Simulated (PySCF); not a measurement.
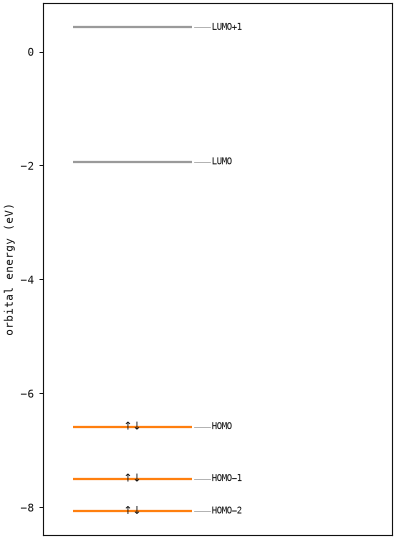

Kohn-Sham orbital energies near the frontier, PBE0/def2-SVPD, PySCF, at a GFN2-xTB geometry (no frequency check), isolated molecule; empty levels in grey, levels within 0.03 eV side by side.

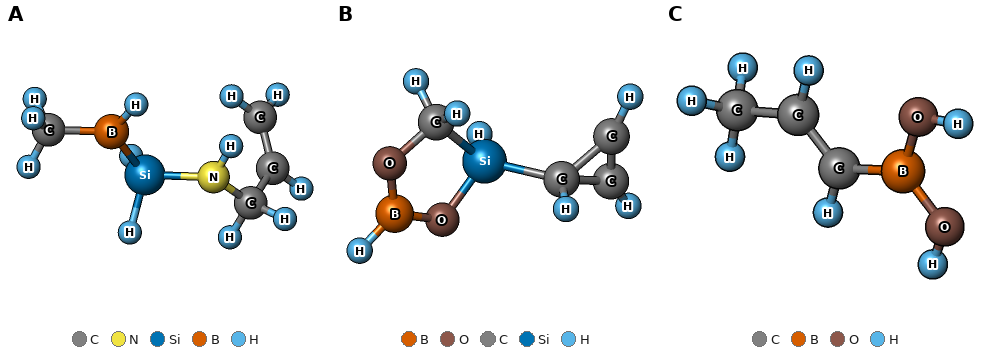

Which molecule has this level scheme? The candidates are drawn in the second picture.

Answer. Structure A, C₄H₁₂BNSi, SMILES C=CCN[SiH2]BC. HOMO −6.58 eV, LUMO −1.94 eV, separation 4.65 eV.

Caveats: the tight-binding geometry is rougher than a DFT one and adds to the error; one conformer of a flexible molecule; empty levels above zero depend strongly on the basis.
